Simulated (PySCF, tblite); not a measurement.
# C14H10: NMR shifts, electronic excitations, part 2 of 2

tblite 0.8.0 and PySCF 2.14.0. Atoms count from 0.

## 7. Electronic excitations: TDDFT wB97X-D/def2-SVPD

What the job is given:

```
{"job": {"kind": "uv", "xc": "wB97X-D", "grid": 1, "kgrid": 1, "vcut": null, "nstates": 8, "ntriplets": 3, "tda": false, "delta": ["ip_vertical", "ea_vertical"], "pop": false, "basis": "def2-SVPD"}, "charge": 0, "multiplicity": 1}
C      3.690674     0.289683    -0.323654
C      3.571682    -0.927131     0.405490
C      2.338706    -1.412171     0.748575
C      1.148540    -0.712650     0.384925
C     -0.124411    -1.184046     0.721895
C     -1.283718    -0.489940     0.360546
C     -2.587964    -0.961615     0.698921
C     -3.705582    -0.261706     0.332235
C     -3.587306     0.955213    -0.396856
C     -2.354698     1.440814    -0.740511
C     -1.163789     0.742131    -0.377648
C      0.109294     1.213310    -0.714572
C      1.268676     0.519333    -0.353280
C      2.573493     0.989996    -0.690921
H      4.682772     0.662550    -0.588828
H      4.474045    -1.472902     0.690901
H      2.244823    -2.346144     1.308736
H     -0.215704    -2.118939     1.282142
H     -2.676097    -1.896425     1.258632
H     -4.697425    -0.634947     0.597830
H     -4.490007     1.500664    -0.681812
H     -2.261662     2.374915    -1.300597
H      0.200622     2.148209    -1.274801
H      2.662447     1.924668    -1.250732
```

With the program's defaults for keys left out, this is: TDDFT wB97X-D/def2-SVPD, vertical, gas phase, core orbitals frozen in the response.

The program printed:

```text
nearly dependent basis: matrix products in double precision
start: PBE on a coarse grid of 20374 points
cycle   1  E = -538.2529442092  dE =  1.927e+00  |g| = 5.983e-01  |ddm| = 5.782e+01
cycle   2  E = -538.1719322508  dE =  8.101e-02  |g| = 8.053e-01  |ddm| = 1.689e+01
cycle   3  E = -538.3618570028  dE = -1.899e-01  |g| = 9.721e-02  |ddm| = 8.542e+00
cycle   4  E = -538.3635766061  dE = -1.720e-03  |g| = 5.414e-02  |ddm| = 1.387e+00
cycle   5  E = -538.3642656244  dE = -6.890e-04  |g| = 9.601e-03  |ddm| = 2.272e-01
final grid: 89883 points
cycle   6  E = -538.9602071988  dE = -8.945e-03  |g| = 3.216e-02  |ddm| = 1.256e+01
cycle   7  E = -538.9606724223  dE = -4.652e-04  |g| = 1.981e-02  |ddm| = 8.707e-01
cycle   8  E = -538.9607908424  dE = -1.184e-04  |g| = 7.484e-03  |ddm| = 2.935e-01
cycle   9  E = -538.9608174755  dE = -2.663e-05  |g| = 3.410e-03  |ddm| = 1.096e-01
cycle  10  E = -538.9608229920  dE = -5.517e-06  |g| = 1.013e-03  |ddm| = 2.620e-02
cycle  11  E = -538.9608239706  dE = -9.786e-07  |g| = 5.044e-04  |ddm| = 1.402e-02
cycle  12  E = -538.9608241838  dE = -2.133e-07  |g| = 1.550e-04  |ddm| = 6.232e-03
cycle  13  E = -538.9608241992  dE = -1.538e-08  |g| = 2.144e-05  |ddm| = 1.672e-03
converged SCF energy = -538.9608241992
Vertical ionisation energy (delta-SCF) = 7.2915 eV   <S^2> = 0.781
Vertical electron affinity (delta-SCF) = 0.4042 eV   <S^2> = 0.775

Static polarisability (au): isotropic 176.575, principal 84.394 164.320 281.010

Singlet excitations
state   eV       nm        f      main configurations
  1   3.5482    349.4   0.07761   H->L 0.97
  2   4.0434    306.6   0.00046   H-1->L 0.50, H->L+1 0.47
  3   5.1781    239.4   0.00000   H-2->L 0.55, H->L+2 0.43
  4   5.4248    228.6   2.15070   H->L+1 0.50, H-1->L 0.47
  5   5.4666    226.8   0.00000   H->L+2 0.53, H-2->L 0.41
  6   5.8338    212.5   0.00000   H-2->L+1 0.37, H-1->L+2 0.34, H-4->L 0.17
  7   5.8347    212.5   0.00031   H->L+3 0.92
  8   6.1386    202.0   0.13932   H-1->L+1 0.88

Triplet excitations (Tamm-Dancoff, eV): 2.2001 3.5884 3.7402
```

Run time: 2.5 min. Hardware: 2 threads of Arm Neoverse V1, shared host; peak memory 1.5 GiB.

The orbitals next to the gap, with their largest atomic shares:

```tsv
orbital	eV	atoms
HOMO−4	-10.74	C1 12 %, C7 12 %, C0 12 %
HOMO−3	-10.61	C4 12 %, C11 12 %, C5 9 %
HOMO−2	-9.32	C6 12 %, C2 12 %, C13 12 %
HOMO−1	-8.66	C5 11 %, C3 11 %, C12 11 %
HOMO	-7.33	C11 13 %, C4 13 %, C2 8 %
LUMO	-0.35	C4 11 %, C11 11 %, C6 7 %
LUMO+1	1.00	C12 10 %, C10 10 %, C5 10 %
LUMO+2	1.69	C9 11 %, C13 11 %, C2 11 %
LUMO+3	2.43	C11 11 %, C4 11 %, C5 8 %
```

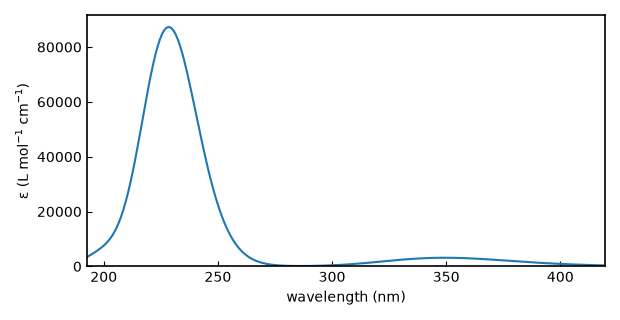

Absorption spectrum: each of the 8 states is a Gaussian band of 0.4 eV half-width at 1/e. Beyond the last state computed it falls off for lack of states.

Ground-state properties from the same run:

```tsv
property	computed	measured
dipole moment (D)	0.00	–
polarisability (Å³)	26.17	26.70
HOMO–LUMO gap (eV)	6.99	–
−ε(HOMO) (eV)	7.33	–
```

Measured: gas; NIST CCCBDB Release 22 (SRD 101), experimental polarizabilities.

## 8. Electronic excitations: TDA PBE0/def2-TZVP

Settings changed since step 7:

```diff
@@ -1,2 +1,2 @@
-{"job": {"kind": "uv", "xc": "wB97X-D", "grid": 1, "kgrid": 1, "vcut": null, "nstates": 8, "ntriplets": 3, "tda": false, "delta": ["ip_vertical", "ea_vertical"], "pop": false, "basis": "def2-SVPD"}, "charge": 0, "multiplicity": 1}
+{"job": {"kind": "uv", "xc": "PBE0", "grid": 1, "kgrid": 1, "vcut": 2.5, "nstates": 6, "ntriplets": 3, "tda": true, "delta": [], "pop": false, "basis": "def2-TZVP"}, "charge": 0, "multiplicity": 1}
 C      3.690674     0.289683    -0.323654
```

Level: TDA PBE0/def2-TZVP, vertical, gas phase, core orbitals frozen in the response, virtual orbitals cut by energy.

The program printed:

```text
nearly dependent basis: matrix products in double precision
start: PBE on a coarse grid of 20374 points
cycle   1  E = -538.9249020014  dE =  2.041e+00  |g| = 6.878e-01  |ddm| = 4.828e+00
cycle   2  E = -538.8138670356  dE =  1.110e-01  |g| = 9.309e-01  |ddm| = 2.191e+00
cycle   3  E = -539.0556650353  dE = -2.418e-01  |g| = 1.219e-01  |ddm| = 1.372e+00
cycle   4  E = -539.0580420906  dE = -2.377e-03  |g| = 7.564e-02  |ddm| = 1.715e-01
cycle   5  E = -539.0593355074  dE = -1.293e-03  |g| = 1.340e-02  |ddm| = 5.269e-02
cycle   6  E = -539.0593684759  dE = -3.297e-05  |g| = 5.319e-03  |ddm| = 1.389e-02
final grid: 89883 points
cycle   7  E = -539.0662996888  dE = -8.355e-03  |g| = 3.991e-02  |ddm| = 5.890e-01
cycle   8  E = -539.0663254883  dE = -2.580e-05  |g| = 3.665e-02  |ddm| = 1.002e-01
cycle   9  E = -539.0666411831  dE = -3.157e-04  |g| = 1.262e-02  |ddm| = 3.855e-02
cycle  10  E = -539.0666808871  dE = -3.970e-05  |g| = 3.765e-03  |ddm| = 1.252e-02
cycle  11  E = -539.0666850040  dE = -4.117e-06  |g| = 8.763e-04  |ddm| = 4.241e-03
cycle  12  E = -539.0666851592  dE = -1.552e-07  |g| = 4.549e-04  |ddm| = 1.114e-03
cycle  13  E = -539.0666852092  dE = -5.002e-08  |g| = 1.427e-04  |ddm| = 4.748e-04
cycle  14  E = -539.0666852146  dE = -5.376e-09  |g| = 6.193e-05  |ddm| = 1.724e-04
converged SCF energy = -539.0666852146

Static polarisability (au): isotropic 176.116, principal 78.473 162.721 287.154

Singlet excitations
state   eV       nm        f      main configurations
  1   3.4812    356.2   0.08529   H->L 0.93
  2   3.9414    314.6   0.00009   H-1->L 0.50, H->L+1 0.49
  3   4.6853    264.6   0.00000   H-2->L 0.55, H->L+2 0.44
  4   5.1400    241.2   0.00000   H->L+2 0.52, H-2->L 0.41
  5   5.4106    229.2   0.00003   H->L+3 0.74, H-3->L 0.25
  6   5.6513    219.4   0.00000   H-2->L+1 0.46, H-1->L+2 0.31, H-4->L 0.16

Triplet excitations (Tamm-Dancoff, eV): 2.0544 3.4664 3.5465
```

Wall time 59 s (2 threads of Arm Neoverse V1, shared host); peak memory 1.3 GiB.

## 9. Results

What follows sums up all 2 parts.

```
                                                               quantity                           value
                                                            point group                             D2h
                                   rotational constants (main isotopes)            2.15, 0.45, 0.37 GHz
13C shifts against TMS (PBE0/pcSseg-2, means over atoms taken as alike)  141.0, 138.7, 136.3, 134.7 ppm
 1H shifts against TMS (PBE0/pcSseg-2, means over atoms taken as alike)            8.76, 8.38, 7.80 ppm
                                     lowest singlet (wB97X-D/def2-SVPD)     3.55 eV (349 nm), f = 0.078
                               brightest single state of those computed     state 4, 5.42 eV, f = 2.151
                                                         lowest triplet                         2.20 eV
                                      vertical electron affinity (ΔSCF)                         0.40 eV
```

**Reading.** The optimisation took 2 steps and gained 0.058 eV; among the close pairs (by a distance rule), C8–H20 changed most, from 1.080 to 1.093 Å (PBE0/def2-SVP). No frequency check was run at this level, so the end point may be a saddle. NICS(1)zz of -27 ppm above the planar ring from C0 marks a diatropic (aromatic) ring current. NICS(1)zz of -36 ppm above the planar ring from C3 marks a diatropic (aromatic) ring current. The lowest singlet, at 3.55 eV, is HOMO→LUMO 0.97 and is bright; of the 8 states computed, the strongest absorption comes from state 4 at 5.42 eV. The lowest triplet lies 1.35 eV below the lowest singlet (triplets in Tamm-Dancoff, singlets in full TDDFT). The polarisability is 2 % below the measured 26.70 Å³.
